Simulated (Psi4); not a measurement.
**wB97M-V/cc-pVDZ (sweep point 1) run of BCl (SMILES [B]Cl)**

What is the vertical electron affinity of BCl at wB97M-V/cc-pVDZ (sweep point 1)? 

Program for the calculation: Psi4 1.11.

## (1) Starting point

BCl: 2 atoms, total charge 0, spin state singlet. As SMILES, `[B]Cl`. Geometry: relaxed at PBE0-D4/def2-TZVP.

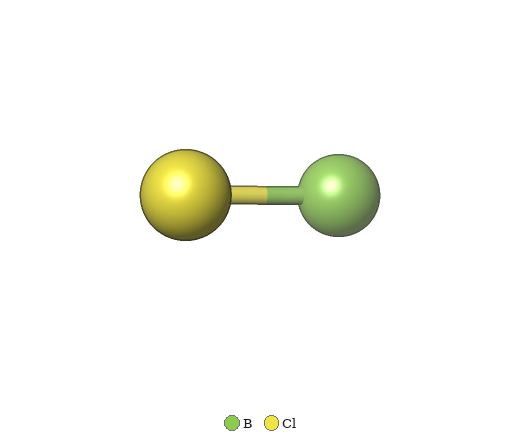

Viewed from a chosen angle; boron green, chlorine yellow.

## (2) The energy at wB97M-V/cc-pVDZ (sweep point 1)

Contents of input.in:

```
memory 1600 MB

molecule {
  0 1
  B      0.00000000     0.00000000    -0.13163832
  Cl     0.00000000     0.00000000     3.11462770
  units au
  symmetry c1
}

set {
  basis                cc-pVDZ
  puream               true
  scf_type             pk
  dft_radial_points    99
  dft_spherical_points 590
}

e_tot, wfn = energy("wb97m-v", return_wfn=True)
```

Launch:

```
$ psi4 -i input.in -o input.out -n 1
```

input.out (excerpt; [...] marks lines left out):

```text
[...]
  Running in c1 symmetry.
[...]
  Nuclear repulsion =   26.183929313346905
[...]
  Multiplicity = 1
[...]
  Nalpha       = 11
  Nbeta        = 11
[...]
    Number of basis functions: 32
[...]
   @RKS iter   1:  -484.95393585376530   -4.01456e-01   2.99575e-03 ADIIS/DIIS
[...]
   @RKS iter   7:  -484.96152758920323   -2.07997e-08   7.32926e-07 DIIS
[...]
    Orbital Energies [Eh]
    ---------------------
    Doubly Occupied:
       1A   -101.922510     2A     -9.691495     3A     -7.391927
       4A     -7.388738     5A     -7.388738     6A     -7.016381
       7A     -1.006119     8A     -0.610320     9A     -0.485260
      10A     -0.485260    11A     -0.351710
[...]
  @RKS Final Energy:  -484.96152758920323
   => Energetics <=
    Nuclear Repulsion Energy =             26.1839293133469049
    One-Electron Energy =                -719.4242408170146064
    Two-Electron Energy =                 232.7911869185978730
    DFT Exchange-Correlation Energy =     -24.6048336609313552
    Empirical Dispersion Energy =           0.0000000000000000
    VV10 Nonlocal Energy =                  0.0924306567979833
    Total Energy =                       -484.9615275892032287
[...]
 Multipole Moments:
 ------------------------------------------------------------------------------------
     Multipole            Electronic (a.u.)      Nuclear  (a.u.)        Total (a.u.)
 ------------------------------------------------------------------------------------
 L = 1.  Multiply by 2.5417464519 to convert [e a0] to [Debye]
 Dipole X            :         -0.0000000            0.0000000           -0.0000000
 Dipole Y            :          0.0000000            0.0000000            0.0000000
 Dipole Z            :         -0.2901278            0.8694190            0.5792912
 Magnitude           :                                                    0.5792912
[...]
```

Run time: 7.2 s. Hardware: 1 thread of Intel Xeon Platinum 8488C (Sapphire Rapids), shared host; peak memory 0.55 GiB.

## (3) The doublet anion, same level

Contents of input.in:

```
memory 1.6 GB

molecule geom {
  -1 2
  B      0.00000000     0.00000000    -0.13163832
  Cl     0.00000000     0.00000000     3.11462770
  units bohr
  symmetry c1
}

set basis cc-pVDZ
set reference uks
set puream true
set scf_type pk
set dft_radial_points 99
set dft_spherical_points 590
set maxiter 100

e_tot = energy("wb97m-v")
print_variables()
```

Launch:

```
$ psi4 -n 1 input.in input.out
```

input.out:

```text
[...]
  Running in c1 symmetry.
[...]
  Nuclear repulsion =   26.183929313346905
[...]
  Multiplicity = 2
[...]
  Nalpha       = 12
  Nbeta        = 11
[...]
    Number of basis functions: 32
[...]
   @UKS iter   1:  -484.86599090076754   -3.13511e-01   7.93774e-03 ADIIS/DIIS
[...]
   @UKS iter   8:  -484.92388439337162   -1.93692e-08   6.25904e-07 DIIS
[...]
   @S^2 Observed:                7.511581008E-01
[...]
    Orbital Energies [Eh]
    ---------------------
    Alpha Occupied:
       1A   -101.649294     2A     -9.417482     3A     -7.117952
       4A     -7.115670     5A     -7.114624     6A     -6.668634
       7A     -0.734543     8A     -0.340829     9A     -0.229738
      10A     -0.226689    11A     -0.074980    12A      0.055820
    Alpha Virtual:
      13A      0.282559    14A      0.410408    15A      0.579015
      16A      0.611920    17A      0.627156    18A      0.690710
      19A      0.810627    20A      0.864193    21A      0.864743
      22A      0.936457    23A      0.942613    24A      0.966146
      25A      0.967111    26A      1.142388    27A      1.143240
[...]
  @UKS Final Energy:  -484.92388439337162
   => Energetics <=
    Nuclear Repulsion Energy =             26.1839293133469049
    One-Electron Energy =                -725.5112600809136438
    Two-Electron Energy =                 239.0349614489504972
    DFT Exchange-Correlation Energy =     -24.7267559306928497
    Empirical Dispersion Energy =           0.0000000000000000
    VV10 Nonlocal Energy =                  0.0952408559374869
    Total Energy =                       -484.9238843933715657
[...]
 Multipole Moments:
 ------------------------------------------------------------------------------------
     Multipole            Electronic (a.u.)      Nuclear  (a.u.)        Total (a.u.)
 ------------------------------------------------------------------------------------
 L = 1.  Multiply by 2.5417464519 to convert [e a0] to [Debye]
 Dipole X            :          0.0000000            0.0000000            0.0000000
 Dipole Y            :          0.0000000            0.0000000            0.0000000
 Dipole Z            :          1.4618600            0.8694190            2.3312790
 Magnitude           :                                                    2.3312790
[...]
```

It took 8.7 s on 1 thread of Intel Xeon Platinum 8488C (Sapphire Rapids), shared host; peak memory 0.55 GiB.

## (4) Outcome

Level: wB97M-V/cc-pVDZ (sweep point 1).

```
                                         quantity          value
                        singlet BCl: total energy  -484.96153 Eh
                       singlet BCl: dipole moment         1.47 D
                         singlet BCl: HOMO energy       -9.57 eV
                         singlet BCl: LUMO energy        0.53 eV
                       singlet BCl: HOMO–LUMO gap       10.10 eV
                      doublet anion: total energy  -484.92388 Eh
doublet anion: HOMO energy (highest over α and β)        1.52 eV
 doublet anion: LUMO energy (lowest over α and β)        7.69 eV
                              doublet anion: ⟨S²⟩          0.751
vertical electron affinity (to the doublet anion)      -1.024 eV
```

What this shows: The anion lies 1.02 eV (24 kcal/mol) above the neutral: the electron isn't bound at this level, and such a value depends on the basis. Without diffuse functions anions come out too high. The HOMO (doublet anion) lies at positive energy, 1.52 eV; only total energies tell whether the electron is bound.
